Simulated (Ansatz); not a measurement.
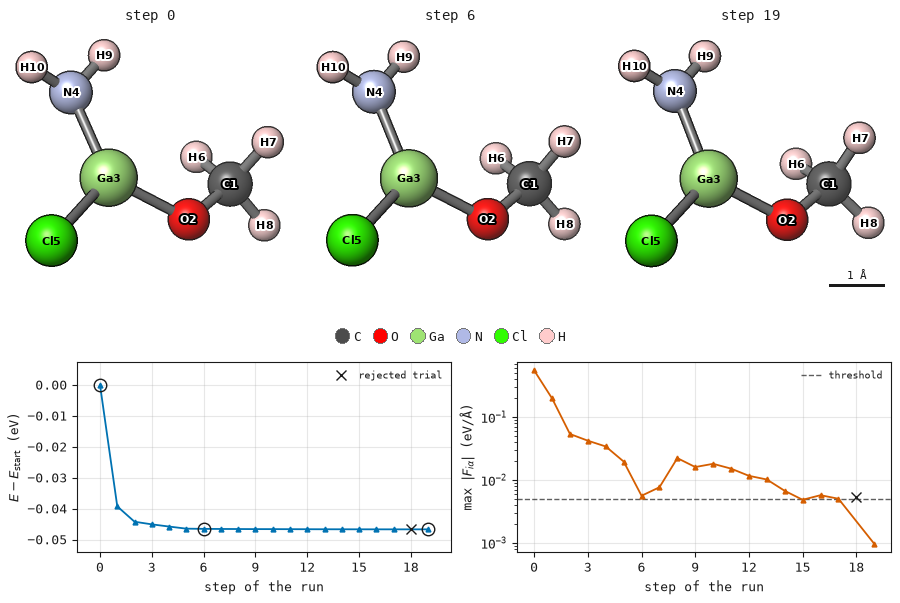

Frames of a relaxation of CH₅ClGaNO, marked on the history of the run. A ball-and-stick model, seen at a tilt.

The start comes from PBE-D4/def2-SVP.

These are results of Ansatz, RKS PBE0-D4/def2-TZVP, not measurements.

The input:
```yaml
crystal:
  periodic: [false, false, false]
  atoms:
    - {symbol: C, position_ang: [-0.153017, -0.729693, -1.577456]}
    - {symbol: O, position_ang: [-0.274407, -1.304078, -0.291947]}
    - {symbol: Ga, position_ang: [-0.060088, -0.312552, 1.191026]}
    - {symbol: N, position_ang: [0.183748, 1.493752, 1.156773]}
    - {symbol: Cl, position_ang: [-0.328104, -1.348157, 3.055208]}
    - {symbol: H, position_ang: [-0.632990, 0.274588, -1.669987]}
    - {symbol: H, position_ang: [0.911049, -0.622234, -1.898407]}
    - {symbol: H, position_ang: [-0.650722, -1.397412, -2.314169]}
    - {symbol: H, position_ang: [0.603480, 1.934864, 0.336024]}
    - {symbol: H, position_ang: [0.484151, 1.959722, 2.016035]}
basis:
  gaussian: {orbitals: def2-TZVP}
hamiltonian: {xc: pbe0, dispersion: d4}
relax: {f_tol: 0.005, max_steps: 150}
```

Launched with:
```bash
ansatz run in.yaml --threads 4 --pin off --events-out ev --progress --plain --max-ram 10444MiB
```

**Describe the path.**

Over 18 accepted moves (19 points after the start) the energy falls by 0.047 eV. Largest force component: 0.56 eV/Å at the start, 0.00097 eV/Å at the end. The line search rejected the trial step at point 18 of the run. H7 moves most after the best rigid fit: 0.17 Å. Largest moves by element: H 0.17 Å, N 0.11 Å, Cl 0.05 Å, O 0.05 Å, Ga 0.03 Å, C 0.02 Å. Near-neighbour distances that change, for instance: Ga3–Cl5 2.149 → 2.125 Å, O2–Ga3 1.797 → 1.773 Å, Ga3–N4 1.823 → 1.803 Å, C1–H6 1.117 → 1.098 Å. Among the angles between lasting bonds that change: Ga3–N4–H10 118.4° → 121.4°, Ga3–N4–H9 119.8° → 122.5°. From step 0 to 6: N4 moves most (0.08 Å), energy −0.047 eV. From step 6 to 19: H atoms move most (0.12 Å), energy 0.000 eV.

```
step  E − E(0), eV  largest force component, eV/Å      note
   0        0.0000                         0.5552          
   1       -0.0393                         0.1992          
   2       -0.0442                         0.0541          
   3       -0.0451                         0.0423          
   4       -0.0458                         0.0342          
   5       -0.0465                         0.0197          
   6       -0.0465                         0.0056          
   7       -0.0466                         0.0077          
   8       -0.0466                         0.0223          
   9       -0.0466                         0.0161          
  10       -0.0466                         0.0181          
  11       -0.0466                         0.0152          
  12       -0.0467                         0.0117          
  13       -0.0467                         0.0102          
  14       -0.0467                         0.0067          
  15       -0.0467                         0.0049          
  16       -0.0467                         0.0057          
  17       -0.0467                         0.0050          
  18       -0.0467                         0.0054  rejected
  19       -0.0467                         0.0010
```
